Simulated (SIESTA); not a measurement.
Band structure of LaPb3 (Pm-3m, 4 atoms in the cell).

```yaml
crystal:
  lattice:
    - [4.90600, 0.00000, 0.00000]
    - [0.00000, 4.90600, 0.00000]
    - [0.00000, 0.00000, 4.90600]
  atoms:
    - { symbol: La, position: [0.00000, 0.00000, 0.00000] }
    - { symbol: Pb, position: [0.00000, 0.50000, 0.50000] }
    - { symbol: Pb, position: [0.50000, 0.00000, 0.50000] }
    - { symbol: Pb, position: [0.50000, 0.50000, 0.00000] }
```

Computed with GGA PBEsol, numerical atomic orbitals DZP, PseudoDojo PBEsol standard norm-conserving potentials (rewritten from UPF to PSML) run with SIESTA.

Settings: XC.functional = GGA; XC.authors = PBEsol; potentials = PseudoDojo PBEsol standard; PAO.BasisSize = DZP; PAO.EnergyShift = 0.005 Ry; MeshCutoff = 350 Ry; kgrid.MonkhorstPack = 9 9 9; OccupationFunction = FD; ElectronicTemperature = 0.1 eV; MaxSCFIterations = 150; SCF.Mixer.Method = Broyden; SCF.Mixer.Weight = 0.1; SCF.Mixer.History = 8; SCF.DM.Tolerance = 1.0E-04.

The starting cell comes from a database of published, mostly measured structures (it also holds non-ambient and calculated ones), without a prior relaxation at this level. Spin-orbit coupling is off. Values carry the incompleteness of an atom-centred basis.

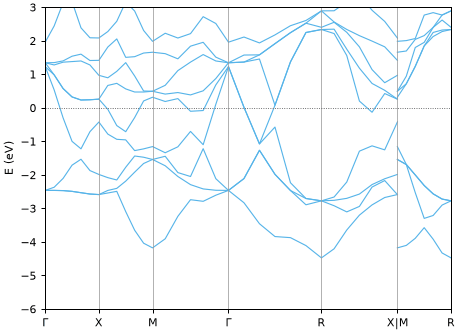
Fig. 1. Bands along the path, energies from the Fermi level.

Levels in eV from the Fermi level, bands 23 to 28:
```json
[
 {"point": "Γ", "23": "-2.46", "24": "-2.46", "25": "-2.46", "26": "1.23", "27": "1.23", "28": "1.34"},
 {"point": "X", "23": "-2.59", "24": "-2.59", "25": "-1.99", "26": "-0.43", "27": "0.26", "28": "0.26"},
 {"point": "M", "23": "-4.18", "24": "-1.54", "25": "-1.54", "26": "-1.16", "27": "0.31", "28": "0.49"},
 {"point": "R", "23": "-4.48", "24": "-2.78", "25": "-2.78", "26": "-2.78", "27": "2.33", "28": "2.33"}
]
```

Bands cross the Fermi level along this path, so the cell is metallic at this level.

Higher empty bands are left out: an atom-centred basis made for the valence describes them poorly.
